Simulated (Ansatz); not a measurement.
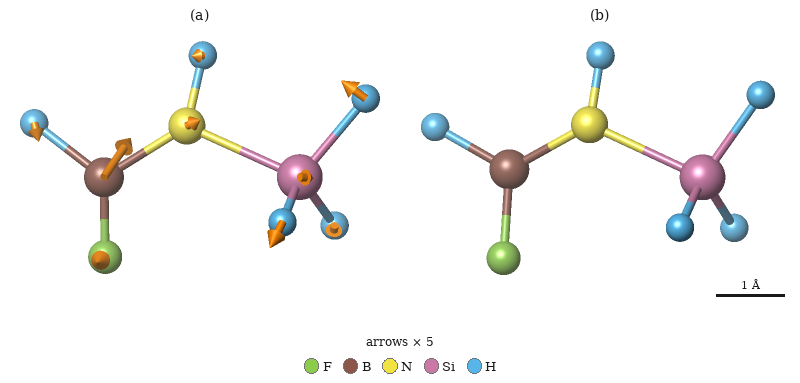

The structure of BSiNH$_{5}$F (charge −1, multiplicity 2) before (left) and after (right) a relaxation, at one scale. The orange arrows give the displacements, 5 times their true length.

The picture is a ball-and-stick view, seen at a tilt.

Level of theory: UKS r2SCAN0/6-31G* in Ansatz 0.2.0.

Input file:
```yaml
crystal:
  periodic: [false, false, false]
  atoms:
    - {symbol: F, position_ang: [0.708900, -0.265623, -2.008025]}
    - {symbol: B, position_ang: [0.907725, 0.605983, -1.222615]}
    - {symbol: N, position_ang: [0.334291, 0.579465, 0.133664]}
    - {symbol: Si, position_ang: [-1.025072, -0.593456, 0.730467]}
    - {symbol: H, position_ang: [1.893167, 1.517815, -1.354423]}
    - {symbol: H, position_ang: [0.638714, 1.067645, 1.038962]}
    - {symbol: H, position_ang: [-1.985484, -0.359604, -0.033122]}
    - {symbol: H, position_ang: [-0.447946, -1.958318, 0.731733]}
    - {symbol: H, position_ang: [-1.269993, -0.280575, 2.204166]}
basis:
  gaussian: {orbitals: "6-31G*"}
total_charge: -1
magnetization: {spin_polarized: true, initial_magnetization: 1}
hamiltonian: {xc: {name: r2SCAN0}}
relax: {f_tol: 0.0001, max_steps: 2}
```

Command:
```bash
ansatz run in.yaml --threads 2 --pin off --events-out ev --progress --plain --max-ram 4352MiB
```

Q: What changed between the two?

A: The relaxation stopped without meeting its thresholds, so the last structure isn't shown to be converged. The input was poor on purpose: steps. The energy falls by 1.792 eV in 1 geometry step. Largest force component: 10 eV/Å at the start, 2.6 eV/Å at the end. The largest move after the best rigid fit is that of B2, 0.19 Å. By element the largest moves are B 0.19 Å, F 0.12 Å, H 0.10 Å, Si 0.06 Å, N 0.05 Å. Among the contacts that change: Si4–H7 1.249 → 1.373 Å, F1–B2 1.190 → 1.312 Å, B2–H5 1.349 → 1.277 Å, B2–N3 1.473 → 1.437 Å. Bond angles that change, for instance: N3–B2–H5 112.7° → 122.3°, B2–N3–H6 131.2° → 122.9°, F1–B2–H5 123.5° → 116.1°.

Limits of the set-up: the basis has no diffuse functions, which an anion needs.
